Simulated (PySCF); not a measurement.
C2H6Si, SMILES `C=C[SiH3]`.

Level of theory: CAM-B3LYP/def2-SVPD (PySCF), at a geometry from GFN2-xTB. No frequency check shows the geometry to be a minimum.

Coordinates in Å:

```
C1       1.7559    0.2760    0.0002
C2       0.6924   -0.5119   -0.0002
Si3     -1.0937    0.0783   -0.0001
H4       1.6633    1.3506   -0.0008
H5       2.7667   -0.1051    0.0004
H6       0.8533   -1.5845    0.0002
H7      -1.7640   -0.4381    1.1978
H8      -1.7657   -0.4444   -1.1930
H9      -1.1320    1.5409   -0.0031
```

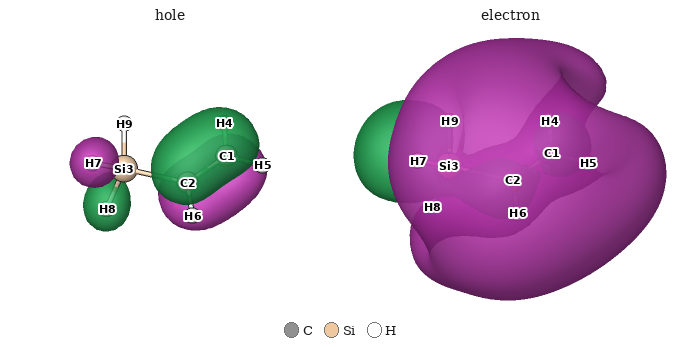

Leading natural transition orbital pair of S₂ (TDA singlet states); the surfaces enclose about 85 % of each orbital's density.

### What kind of excitation is it, and where does it lie?

7.47 eV (166 nm), f = 0.015, π → diffuse (Rydberg-like) orbital; the leading pair carries 99 %; hole on C1 (38 %), C2 (36 %) and Si3 (8 %), electron on Si3 (28 %), H6 (13 %) and C1 and C2 (12 % each) (atom shares of so diffuse an orbital are rough); their centroids lie 0.4 Å apart. In canonical orbitals it is mainly HOMO → LUMO+1 (80 %). The HOMO–LUMO gap is 10.13 eV.

Cost of the run: 5.6 min on 1 thread of Arm Neoverse N1, with other jobs on the host, peak memory 0.58 GiB.
